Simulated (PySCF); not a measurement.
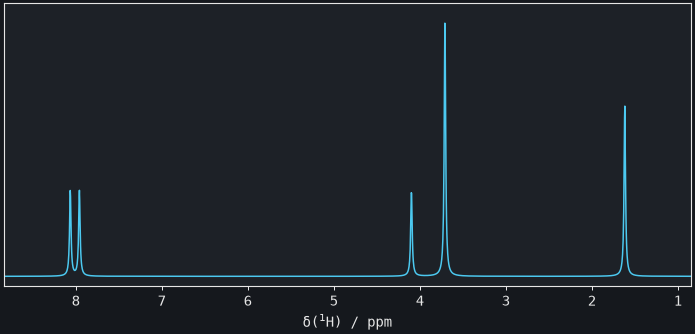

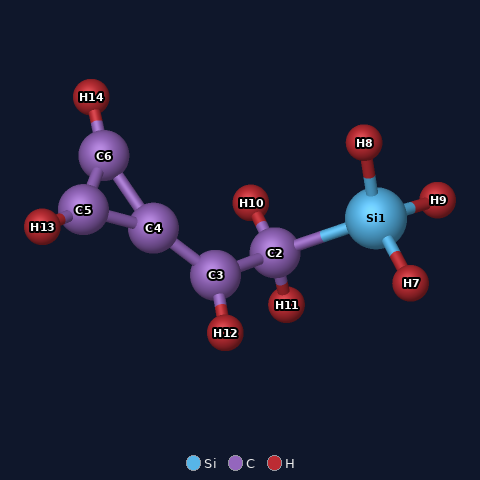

Spectrum and numbered structure of C₅H₈Si, SMILES [SiH3]CC=C1C=C1. GIAO shifts, B97-D/pcSseg-1 in PySCF 2.14.0, at a PBE0-D3(BJ)/def2-SVP geometry (no frequency check), against TMS for ¹H computed at the same level. Gas phase, fully decoupled, line heights follow the number of nuclei, widths are arbitrary (no quadrupolar broadening); values of one conformer, averaged over methyl-type rotors and exact or near symmetry; other conformers aren't averaged in.

Which atoms give which ¹H line?

Answer.
| δ (ppm) | nuclei | atoms |
| --- | --- | --- |
| 8.06 | 1 | H14 |
| 7.96 | 1 | H13 |
| 4.10 | 1 | H12 |
| 3.71 | 3 | H7, H8, H9 |
| 1.62 | 2 | H10, H11 |
